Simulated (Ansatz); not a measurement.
# CH₆Ge: what the fields show

Input

```
crystal:
  periodic: [false, false, false]
  atoms:
    - { symbol: Ge, position_ang: [0.0, 0.0, 0.0] }
    - { symbol: C, position_ang: [0.0, 0.0, 1.96] }
    - { symbol: H, position_ang: [-0.9996, -0.3092, 2.3305] }
    - { symbol: H, position_ang: [0.7676, -0.7111, 2.3305] }
    - { symbol: H, position_ang: [0.232, 1.0203, 2.3305] }
    - { symbol: H, position_ang: [1.4616, 0.0, -0.5162] }
    - { symbol: H, position_ang: [-0.73, 1.2648, -0.5162] }
    - { symbol: H, position_ang: [-0.73, -1.2648, -0.5162] }
basis:
  gaussian: { orbitals: def2-mTZVP }
hamiltonian:
  xc: { name: BHLYP }
  dispersion: d4
relax:
  f_tol: 0.02
  max_steps: 40
output:
  orbitals: {}
```

Run with:

```sh
ansatz run input.yaml --threads 1 --pin off --max-ram 2048MiB --backend cpu --events-out ev --progress --plain --runs-dir out
```

The fields are those of the run's last geometry, not of the input's.

Computed with RKS BHLYP-D4/def2-mTZVP in Ansatz 0.2.0.

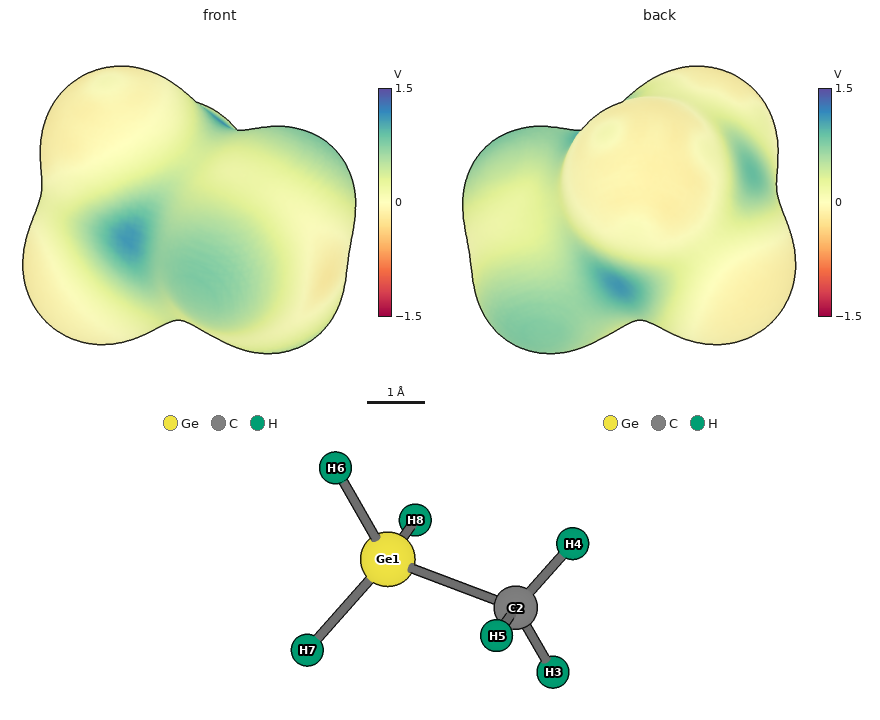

Figure 1. The electrostatic potential painted on the density surface at 0.002 e/bohr³, seen from the front and from behind; the colour scale runs from red (negative) to blue (positive). The bare structure is drawn below in the same view.

Q: Which sites attract a positive test charge, and which a negative one?

A: A positive charge is drawn to the negative regions and a negative charge to the positive ones. The most negative region (about −0.1 V) lies over C2, H6, H7 and H8, the most positive (about +1.1 V) over Ge1.

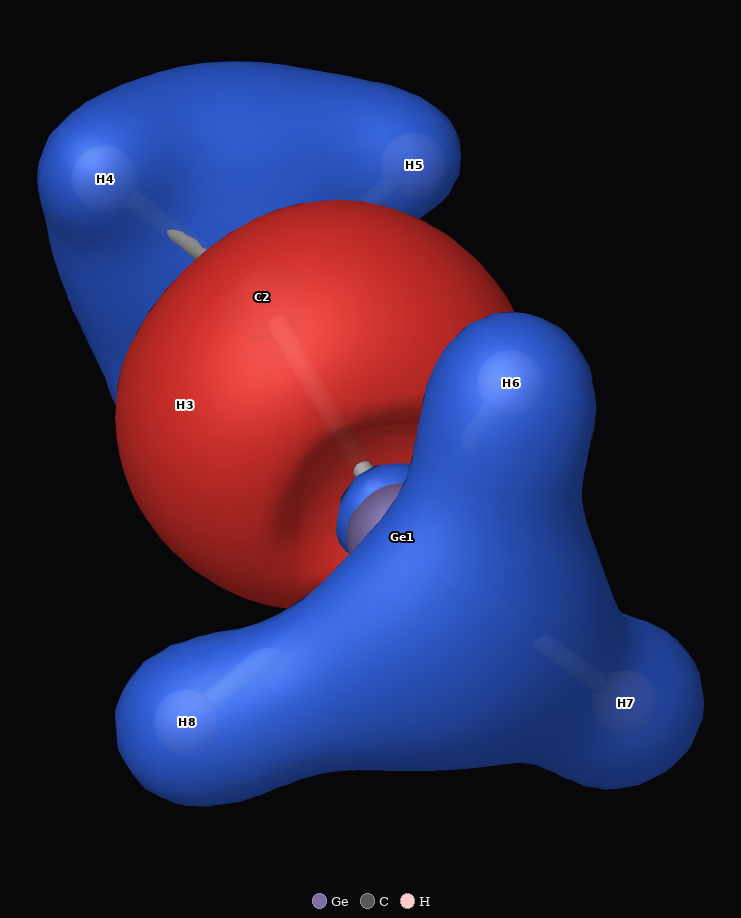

Figure 2. The HOMO at ±0.15 Å⁻³ᐟ² (red and blue are the two phases), seen at an oblique angle.

Q: Where does this orbital lie, and at what energy?

A: Its weight (Hirshfeld) is mainly on C2 (about 40 %) and Ge1 (about 30 %). Its energy is −10.12 eV.

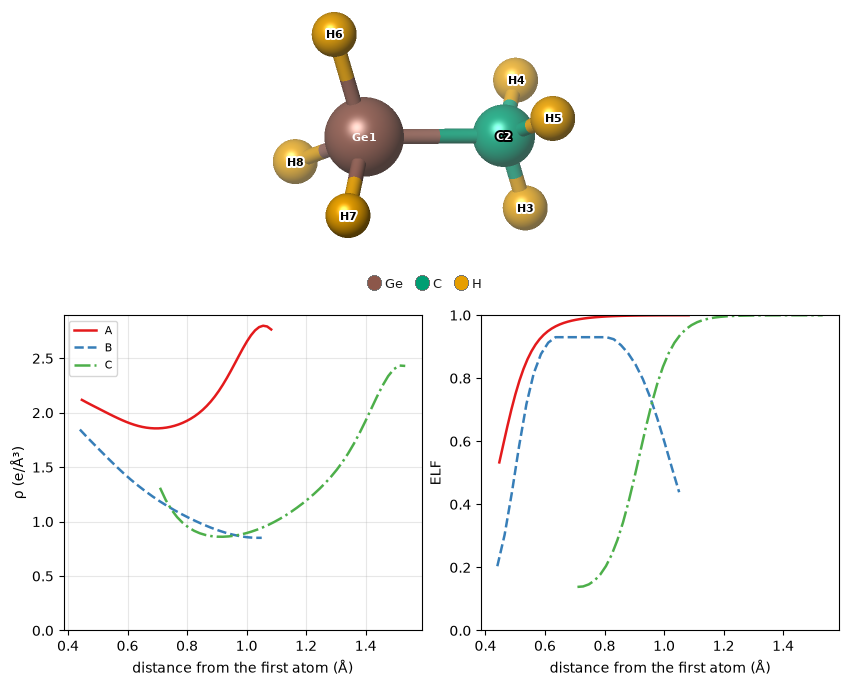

Figure 3. Total electron density and electron localisation function along straight lines between neighbouring atoms. The curves leave out the atomic cores. The structure is drawn too.

Q: Which curve belongs to which contact (C–Ge, C–H and Ge–H)? The first atom named is at distance zero.

A: Curve A: C–H (1.08 Å): ρ at the midpoint is about 2 e/Å³; the ELF climbs to about 1 towards the hydrogen, as it does in any bond to H: a covalent bond by its length. Curve B: C–Ge (1.95 Å): ρ at the midpoint is about 0.87 e/Å³; the ELF peaks at about 0.95 in the valence shell of C, 0.6 Å from its nucleus, and is about 0.65 at the midpoint. Curve C: Ge–H (1.53 Å): the density is about 1 e/Å³ at the midpoint; the ELF climbs to about 1 towards the hydrogen.
